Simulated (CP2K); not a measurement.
Band structure of Al (Fm-3m, 1 atom in the cell).

```
Al
1.0
    2.84996     0.00000     0.00000
    1.42498     2.46814     0.00000
    1.42498     0.82271     2.32698
Al
1
Cartesian
  0.00000   0.00000   0.00000
```

Method of the run: PBE, GPW, DZVP-MOLOPT-SR-GTH basis, GTH-PBE potentials (GTH_POTENTIALS) run with CP2K.

Settings: CUTOFF = 400 Ry; REL_CUTOFF = 60 Ry; SMEAR/METHOD = FERMI_DIRAC; ELECTRONIC_TEMPERATURE = 1160.45 K; KPOINTS/SCHEME = MONKHORST-PACK 10 10 10; GAMMA_CENTERED = T; XC_FUNCTIONAL = PBE; Al/BASIS_SET = DZVP-MOLOPT-SR-GTH-q3; Al/POTENTIAL = GTH-PBE-q3; METHOD = GPW; EPS_DEFAULT = 1e-10; EXTRAPOLATION = USE_GUESS; NGRIDS = 4; SCF_GUESS = ATOMIC.

The starting cell comes from a database of computed structures (which also holds hypothetical and non-ambient phases and stackings), without a prior relaxation at this level. Its lattice was rescaled by a random factor within 2.5 % of one. Values carry the incompleteness of an atom-centred basis.

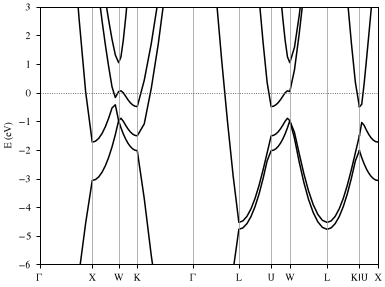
Figure: Bands along the path, energies from the Fermi level.

Levels in eV from the Fermi level, bands 1 to 4:
```
point       1      2      3      4
-----  ------  -----  -----  -----
Γ      -11.30  12.86  12.86  12.86
X       -3.07  -1.73   5.37   5.63
W       -0.98  -0.98   0.04   1.05
K       -2.03  -1.51  -0.49   6.61
L       -4.77  -4.53  11.73  11.73
U       -2.03  -1.51  -0.49   6.61
```

Bands cross the Fermi level along this path, so the cell is metallic at this level.

Higher empty bands are left out: an atom-centred basis made for the valence describes them poorly.
